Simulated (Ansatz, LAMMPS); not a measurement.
# Electronic structure of amorphous 43Bi2O3-57BaO (mol %) (99 atoms), part 2 of 2

Aim: energy, forces, charges and density of states of amorphous 43Bi2O3-57BaO (mol %) (99 atoms) at a fixed geometry.

Ansatz 0.2.0; Kohn-Sham DFT, LDA, PAW (set soft_2), plane waves.

The cell: 26 Bi, 17 Ba and 56 O. The quench rate of 50 K/ps is many orders above laboratory rates. The starting topology of bonds comes from the classical model. Only the Γ point is sampled, in a cell whose shortest periodic width is 12 Å. No spin–orbit coupling is included.

So far. Step 3 (Plane-wave single point): Between -26 and -18 eV lie 296 more states.

## Step 3: Plane-wave single point (continued)

The levels nearest the highest filled one (over half full), pooled over k-points and spins:

```tsv
level less the highest filled one (eV)	occupation
-0.482	2
-0.430	2
-0.350	2
-0.236	2
-0.138	2
0	2
1.23	0
1.40	0
1.50	0
1.52	0
1.62	0
1.69	0
```

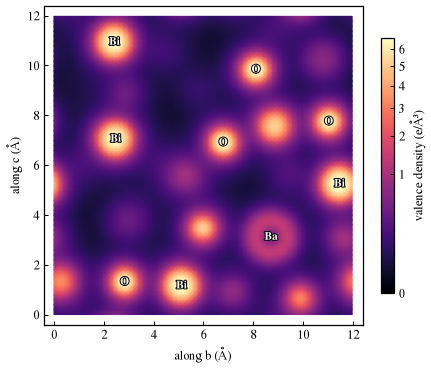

Valence density in the bc plane at fractional x = 0.578, with atoms of Bi and Ba and O within 0.2 Å of it. It is the smooth field of the valence electrons, not physical close to the nuclei. The map starts off the cell's origin, so that atoms lie inside it. The colour scale is stretched toward low values.

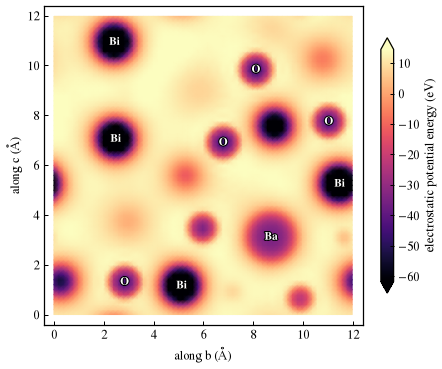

Electrostatic potential energy in the bc plane at fractional x = 0.578, with atoms of Bi and Ba and O within 0.2 Å of it. With pseudopotentials it is smooth inside the atoms' cores, unlike the true potential. The map starts off the cell's origin, so that atoms lie inside it.

Mean intrinsic-atomic-orbital charges: Ba +1.75, Bi +1.22, O -1.09 e. The largest share in the top eV of filled states is O p (76 % of the projected weight), and in the lowest eV of empty states Bi p (64 % of the projected weight).

## Step 4: Distances and neighbours

Bonds and neighbours are counted at the geometry of the runs.

Density 8.39 g/cm³, 17.33 Å³ an atom.

Pair distribution functions g(r), in bins of 0.2 Å:

```tsv
r (Å)	total	O-O	O-Bi	O-Ba	Bi-Bi	Bi-Ba	Ba-Ba
2.10	0.06	0.00	0.20	0.00	0.00	0.00	0.00
2.30	2.70	0.00	9.07	0.00	0.00	0.00	0.00
2.50	0.89	0.00	2.77	0.33	0.00	0.00	0.00
2.70	1.01	0.00	0.78	3.97	0.00	0.00	0.00
2.90	1.25	1.08	0.06	4.46	0.00	0.18	0.00
3.10	1.44	3.09	0.15	1.50	0.41	0.48	1.42
3.30	1.21	2.28	0.22	0.79	2.21	0.69	1.69
3.50	1.18	1.73	0.23	0.52	2.79	2.63	0.76
3.70	0.94	1.08	0.28	0.31	1.50	3.41	1.36
3.90	0.83	1.00	0.40	0.28	1.60	1.83	1.88
4.10	0.65	0.44	0.78	0.25	0.85	1.38	1.42
4.30	0.86	0.82	0.79	0.78	0.87	1.43	0.78
4.50	0.91	1.01	0.69	0.67	1.40	1.45	0.70
4.70	0.89	0.85	1.04	0.78	1.11	0.83	0.21
4.90	0.95	0.67	1.33	1.02	0.51	1.10	0.39
5.10	1.29	0.85	1.98	1.46	0.24	1.38	0.55
5.30	1.10	0.68	1.64	1.53	0.21	0.61	0.83
5.50	1.01	0.86	1.19	1.49	0.27	0.42	1.09
5.70	1.10	0.98	1.25	1.46	0.75	0.52	1.32
5.90	1.02	1.21	0.94	1.14	0.81	0.40	1.36
```

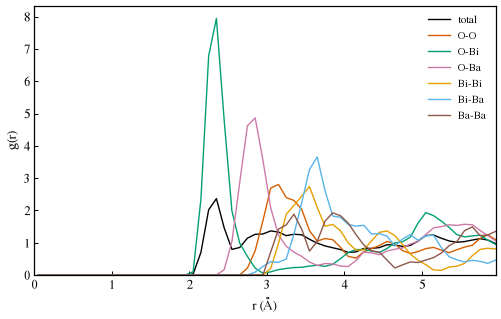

Pair distribution functions, lightly smoothed.

Bonds by pair of elements; cutoffs follow the first minimum of g(r), held within bounds set by covalent radii, and pairs that aren't listed don't count as bonded:

```tsv
pair A-B	cutoff (Å)	bonds	mean length (Å)	spread (Å)	shortest (Å)	B about A	A about B
O-Bi	2.85	154	2.38	0.129	2.18	2.75	5.92
O-Ba	3.68	137	2.94	0.24	2.51	2.45	8.06
```

How many atoms have how many bonded neighbours:

```tsv
element	mean	4	5	6	7	8	9	10
Ba	8.06	0	0	0	4	9	3	1
Bi	5.92	0	4	20	2	0	0	0
O	5.20	8	29	19	0	0	0	0
```

Bond angles (no mean is given where the spread exceeds 20°):

```tsv
angle	count	mean (°)	spread (°)
O-Bi-O	382	-	-
Ba-O-Bi	346	-	-
Bi-O-Bi	148	-	-
Ba-O-Ba	129	-	-
```

Bond length by coordination (bonds to H left out):

```tsv
element	coordination	atoms	mean bond length (Å)
Ba	7	4	2.81
Ba	8	9	2.96
Ba	9	3	3.00
Ba	10	1	3.05
Bi	5	4	2.33
Bi	6	20	2.38
Bi	7	2	2.47
O	4	8	2.44
O	5	29	2.61
O	6	19	2.75
```

First main peaks of g(r), for some of the pairs, lie near 3.1 Å (O-O), 2.3 Å (O-Bi), 2.8 Å (O-Ba), 3.5 Å (Bi-Bi) and 3.6 Å (Bi-Ba). Counting bonds as in the table, 53 % of Ba atoms have 8, 77 % of Bi atoms have 6 and 52 % of O atoms have 5 bonded neighbours.

A closer look about O92, which bears the longest force: 10 atoms, nearest first, numbered in the order of the input, with positions taken from that point.

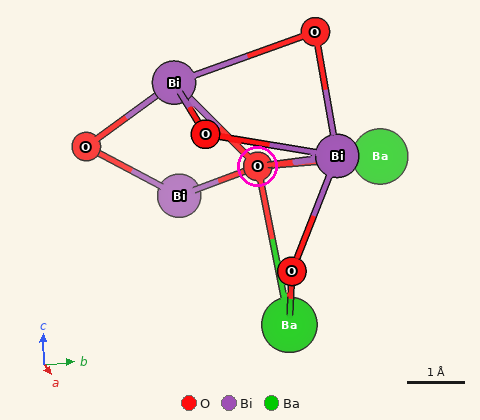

The atoms of the table, within 3.3 Å (arrows a, b, c point along x, y, z); some may hide others; the central atom is ringed.

```tsv
atom	x	y	z	distance (Å)	bonds	intrinsic-atomic-orbital charge (e)	Fx	Fy	Fz (eV/Å)
O92	0.00	0.00	0.00	0.00	5	-1.07	0.73	1.29	-0.49
Bi22	-1.76	-1.14	-0.93	2.29	6	1.20	0.25	-0.21	0.31
Bi26	0.37	-1.52	1.75	2.35	6	1.24	0.27	0.02	0.54
Bi3	2.01	1.10	0.65	2.38	6	1.18	-0.39	0.11	-0.11
Ba30	0.76	0.37	-2.74	2.86	9	1.75	0.38	0.23	-0.56
Ba38	-1.45	2.44	-0.38	2.86	8	1.74	-0.70	0.05	0.08
O84	1.09	0.92	2.70	3.05	5	-0.90	-0.38	-0.31	-0.10
O87	-1.02	-2.90	0.30	3.09	6	-1.20	-0.16	-1.11	-0.33
O50	3.05	0.06	-1.13	3.25	6	-1.10	-0.08	-0.07	-0.58
O85	2.62	-1.35	1.38	3.26	6	-1.09	-1.04	-0.37	0.75
```

The column of bonds counts only the pairs O-Bi within 2.85 Å, O-Ba within 3.68 Å; other neighbours, such as metal atoms beside each other in a compound, aren't counted, and periodic images can show an atom twice.

## Step 5: Results

* free energy per atom: -4480.7405 eV/atom
* pressure: -0.9057 GPa
* r.m.s. force component: 0.4605 eV/Å
* gap (highest filled to lowest empty level): 1.23 eV
* wall time of the 1 DFT run: 15 s

The highest filled and lowest empty levels differ by 1.23 eV (at Γ alone); a local or semilocal functional narrows such gaps, while the missing spin–orbit coupling widens them for these heavy elements, so the errors pull opposite ways. In a disordered cell it changes from sample to sample, and tail or defect levels can set it. Counting bonds as in the table, 53 % of Ba atoms have 8, 77 % of Bi atoms have 6 and 52 % of O atoms have 5 bonded neighbours.

**Limits.** The geometry was minimised with a classical potential after classical dynamics and isn't relaxed at this level: its force components are 0.46 eV/Å r.m.s.

[Logs are printed without paths, hosts, clocks, repeated set-up lines and the standing remarks that a program may print on its own settings, such as how far it seeks lower states.]

[Hosts, paths, dates, database ids (printed as entryN), source tags and the programs' standing remarks are cut or masked in the printed files.]
